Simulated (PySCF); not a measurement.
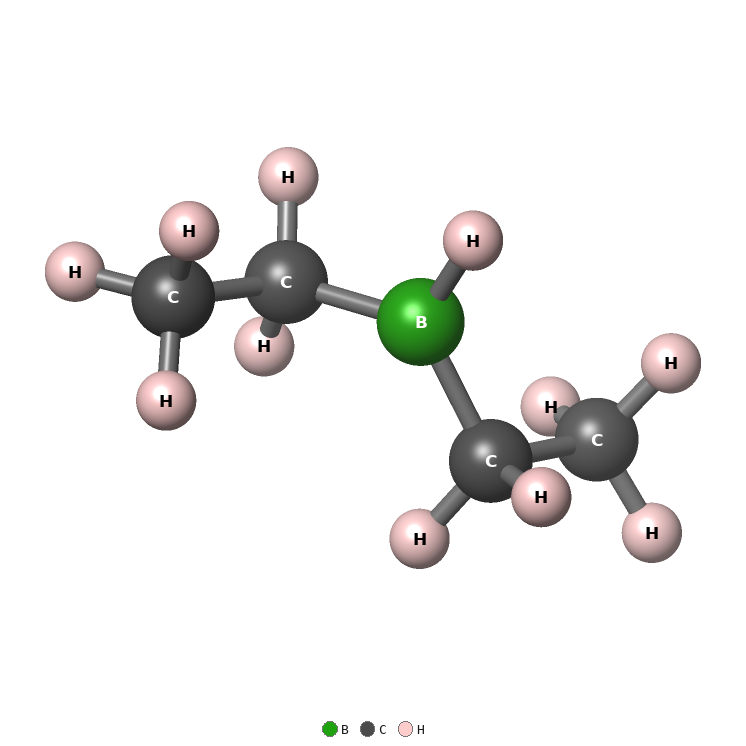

A ball-and-stick model of a molecule.

Computed geometry: PBE0-D3(BJ)/def2-SVP optimisation. No frequency run is at hand to confirm it as a minimum.

What is the molecular formula?

Answer. C4H11B, 16 atoms: 4 carbon, 11 hydrogen and 1 boron.

Name some functional groups or characteristic bonds that it holds.

Answer. Among them: B–H bond.

Does it have rings?

Answer. It has no ring.

Count the bonded pairs by element.

Answer. 10 C–H, 2 C–B, 2 C–C, 1 B–H.

Give a SMILES string for it.

Answer. CCBCC

More results for the same structure follow; atom numbers are the same in all pictures, views and colours differ.

### Geometry

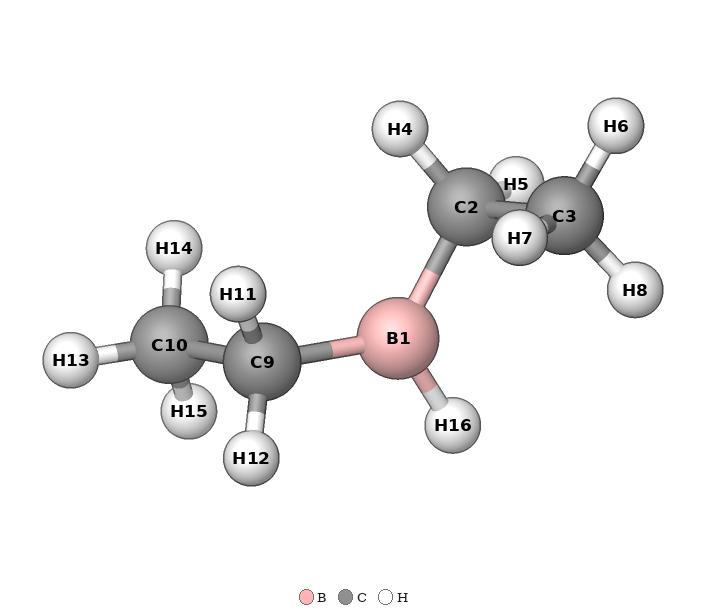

The atoms are numbered. No frequency run is at hand to confirm it as a minimum.

Estimate the angles B1–C2–C3, B1–C2–H4, B1–C2–H5, C2–C3–H6, C2–C3–H7, C2–C3–H8, C3–C2–H4, C3–C2–H5, C9–C10–H14, C9–C10–H15, C10–C9–H11, C10–C9–H12.

```tsv
angle	degrees
B1–C2–C3	107.3
B1–C2–H4	112.2
B1–C2–H5	111.4
C2–C3–H6	111.4
C2–C3–H7	111.8
C2–C3–H8	111.6
C3–C2–H4	109.4
C3–C2–H5	108.7
C9–C10–H14	111.8
C9–C10–H15	111.7
C10–C9–H11	109.1
C10–C9–H12	108.9
```

### Spin–spin coupling

No frequency run is at hand to confirm it as a minimum. Properties computed with B3LYP/pcJ-1 indirect spin-spin coupling, non-relativistic, gas phase (PySCF 2.14.0). Isotopes: 11B, 13C, 1H.

Give the spin–spin coupling constants of these pairs, with the number of bonds between them: B1/C2, B1/H16, B1/H5, B1/C3, B1/H11, B1/H12, B1/H8, B1/H13, B1/H15, B1/H14.

```tsv
pair	bonds apart	J (Hz)
B1, C2	1	50.6
B1, H16	1	127.9
B1, H5	2	−5.4
B1, C3	2	−0.9
B1, H11	2	−4.8
B1, H12	2	−5.4
B1, H8	3	2.4
B1, H13	3	9.7
B1, H15	3	2.5
B1, H14	3	2.1
```

### Dipole moment

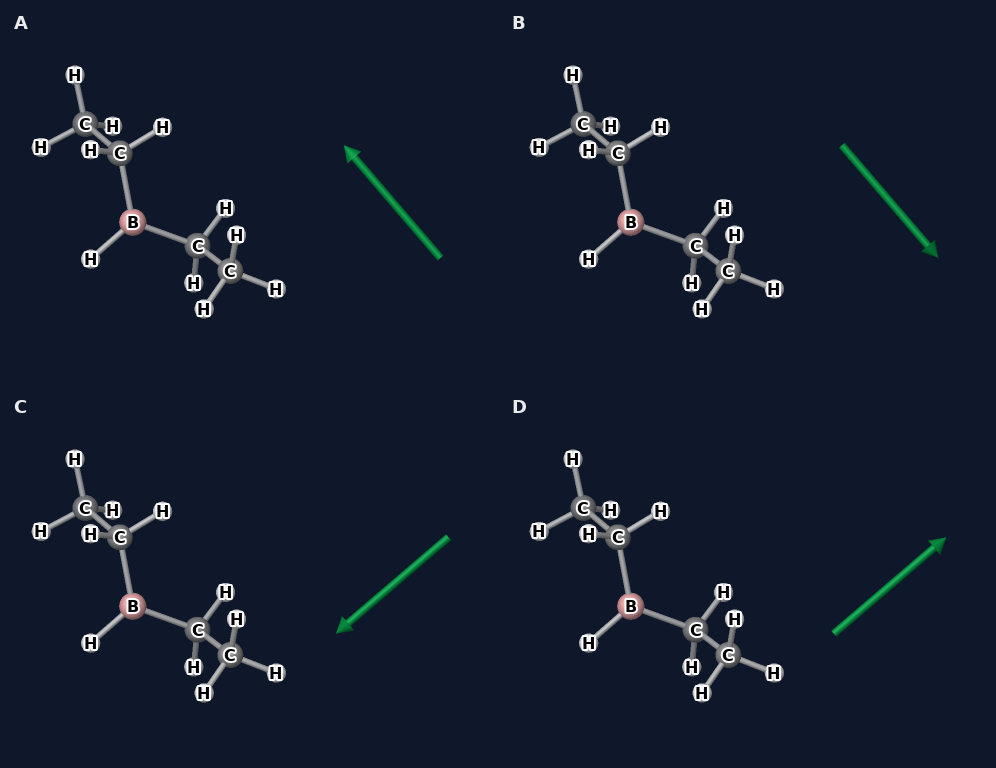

The same molecule four times, each with an arrow. No frequency run is at hand to confirm it as a minimum. Properties computed with PBE0/def2-SVPD, gas phase (PySCF 2.14.0).

Which arrow points along the dipole moment, from the negative to the positive end?

Answer. D. The dipole moment is 0.50 D.

### Quadrupole coupling

No frequency run is at hand to confirm it as a minimum. Electric field gradients from the ground-state density, B3LYP/pcJ-1 (PySCF 2.14.0), non-relativistic apart from any core potentials.

Give the largest field-gradient component, the quadrupole coupling constant and the asymmetry for 11B at B1 (Q = 40.59 mb), 2H at H4 (Q = 2.86 mb), 2H at H5 (Q = 2.86 mb).

```json
{"atom": "B1", "V_zz (a.u.)": "0.602", "e²qQ/h (MHz)": "5.74", "η": "0.10"}
{"atom": "H4", "V_zz (a.u.)": "0.279", "e²qQ/h (MHz)": "0.188", "η": "0.03"}
{"atom": "H5", "V_zz (a.u.)": "0.281", "e²qQ/h (MHz)": "0.189", "η": "0.04"}
```
